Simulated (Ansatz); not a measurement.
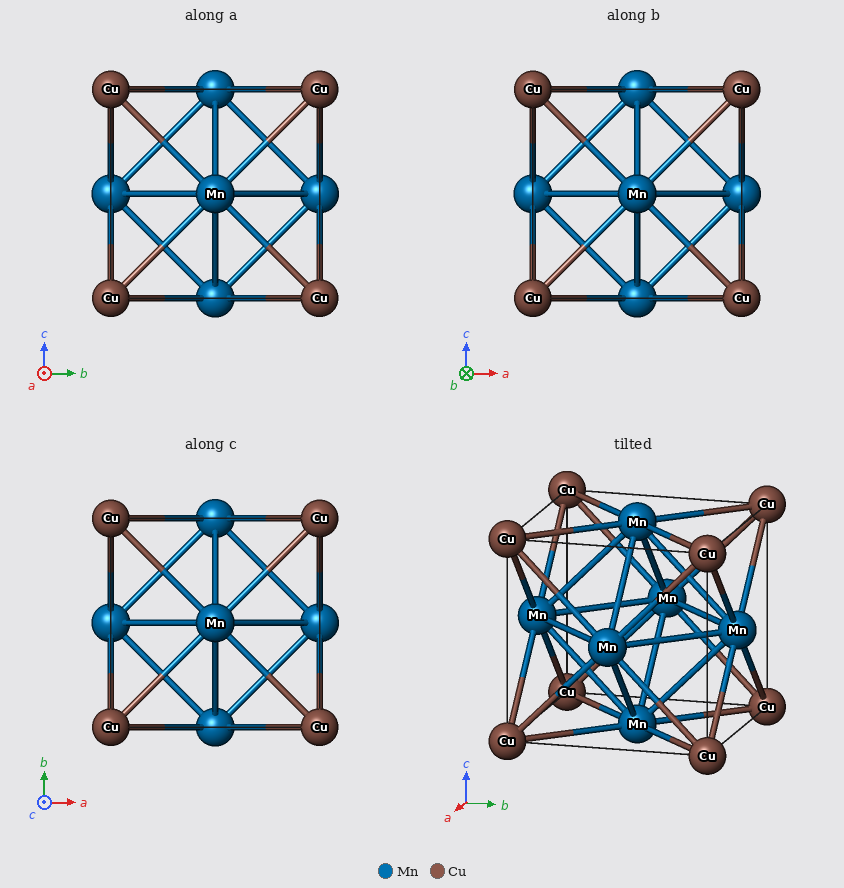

We look at a ball-and-stick model of the crystal along the a axis, along the b axis, along the c axis and slightly off an axis. Thin lines show the conventional unit cell, with boundary atoms drawn in all their periodic places.

Lattice parameters: a = 3.482 Å, b = 3.482 Å, c = 3.482 Å, α = 90.00°, β = 90.00°, γ = 90.00°. Put a along x and b in the xy plane.

**Put the structure into a POSCAR file.**

```
Mn Cu
1.0
     3.482    0.000    0.000
     0.000    3.482    0.000
     0.000    0.000    3.482
Mn Cu
3 1
Direct
  0.0000 0.5000 0.5000
  0.5000 0.0000 0.5000
  0.5000 0.5000 0.0000
  0.0000 0.0000 0.0000
```

Origin of the cell: a structure type filled with these elements by a generator (whether the compound takes this form wasn't checked). Earlier steps of the study may have refined or changed the cell and positions. It was the input of a calculation with Ansatz.
